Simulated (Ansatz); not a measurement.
PdPt$_{3}$S$_{8}$

The calculation's input:

```
crystal:
  lattice:
    - [3.5723417712, 0.0, 0.0]
    - [-1.7861708856, 3.0937387249, 0.0]
    - [0.0, 0.0, 25.8516553]
  atoms:
    - { symbol: Pd, position: [0.0, 0.0, 0.0] }
    - { symbol: Pt, position: [0.0, 0.0, 0.248378] }
    - { symbol: Pt, position: [0.0, 0.0, 0.5] }
    - { symbol: Pt, position: [0.0, 0.0, 0.751622] }
    - { symbol: S, position: [0.6666666667, 0.3333333333, 0.200805] }
    - { symbol: S, position: [0.6666666667, 0.3333333333, 0.452423] }
    - { symbol: S, position: [0.6666666667, 0.3333333333, 0.704041] }
    - { symbol: S, position: [0.6666666667, 0.3333333333, 0.952438] }
    - { symbol: S, position: [0.3333333333, 0.6666666667, 0.047562] }
    - { symbol: S, position: [0.3333333333, 0.6666666667, 0.295959] }
    - { symbol: S, position: [0.3333333333, 0.6666666667, 0.547577] }
    - { symbol: S, position: [0.3333333333, 0.6666666667, 0.799195] }
basis:
  ecutwfc: 420
kpoints:
  mp_grid: { grid: [12, 12, 1] }
  band_path:
    path:
      - [[0.0, 0.0, 0.0], [0.5, 0.0, 0.0], [0.33333333, 0.33333333, 0.0], [0.0, 0.0, 0.0], [0.0, 0.0, 0.5], [0.5, 0.0, 0.5], [0.33333333, 0.33333333, 0.5], [0.0, 0.0, 0.5]]
      - [[0.5, 0.0, 0.5], [0.5, 0.0, 0.0]]
      - [[0.33333333, 0.33333333, 0.5], [0.33333333, 0.33333333, 0.0]]
    npoints: 10
hamiltonian:
  xc: lda
scf:
  occupations: { method: gaussian, width: 0.02 }
  n_extra_bands: 30
output:
  forces: true
  stress: true
  eigenvalues: true
  populations: true
  dos: { projected: true, de: 0.02, nscf_kmesh: { grid: [18, 18, 2] } }
  bader: false
  write_density: true
  write_potential: true
  elf: true
  volumetric_format: npy
```

Command:

```sh
ansatz run input.yaml --threads 4 --pin off --max-ram 8192MiB --backend cpu --events-out ev --progress --plain --runs-dir out
```

Below, planes, directions and counts refer to the conventional cell (a = 3.57 Å, b = 3.57 Å, c = 25.85 Å, α = 90.00°, β = 90.00°, γ = 120.00°).

Space group P-3m1; a structure generated by program, which may or may not match a known phase; not relaxed (largest force 0.6 eV/Å); computed pressure about −5 GPa in this cell.

All numbers below come from Ansatz, DFT LDA, scalar-relativistic, plane waves, PAW.

Q: What will maps of the valence pseudo-density and electron localisation function show?

A: Pd–S (2.40 Å): the density is about 0.58 e/Å³ at the midpoint; the ELF peaks at about 0.85 in the valence shell of S, 0.8 Å from its nucleus, and is about 0.45 at the midpoint.
Pt–S (2.40 Å): the density is about 0.65 e/Å³ at the midpoint; the ELF peaks at about 0.90 in the valence shell of S, 0.8 Å from its nucleus, and is about 0.45 at the midpoint.

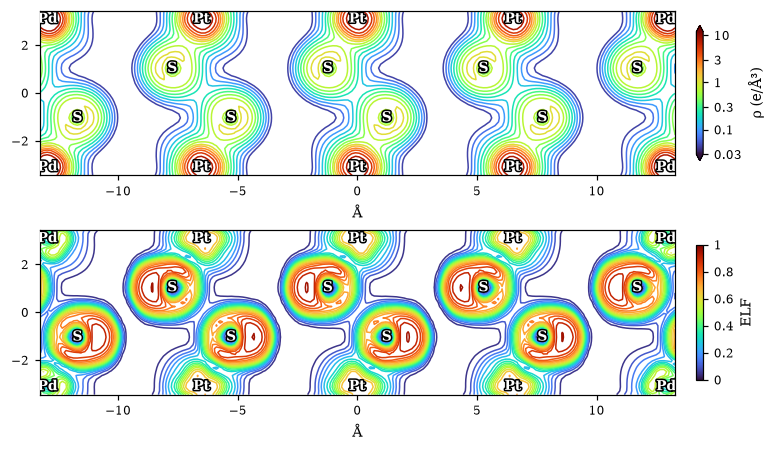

Computed valence pseudo-density and electron localisation function on the (110) plane of the conventional cell, in this order. 

The density is the valence pseudo-density of a PAW calculation; it isn't the true density close to the nuclei.
